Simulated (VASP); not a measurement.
Shape and ions are relaxed at each volume.

Energy against volume of TiAl (L1_0). Computed with r2SCAN meta-GGA, VASP's PBE PAW potentials (set 64) (plane waves; VASP 6.6.1).

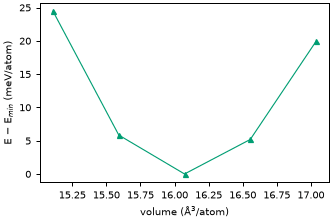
Fig. 1. Energy against volume

Estimate the equilibrium volume and the bulk modulus.

The minimum lies near 16.1 Å³/atom, and the curvature gives B0 of about 120 GPa.

The compound is TiAl in the L1_0 structure. It was relaxed first.
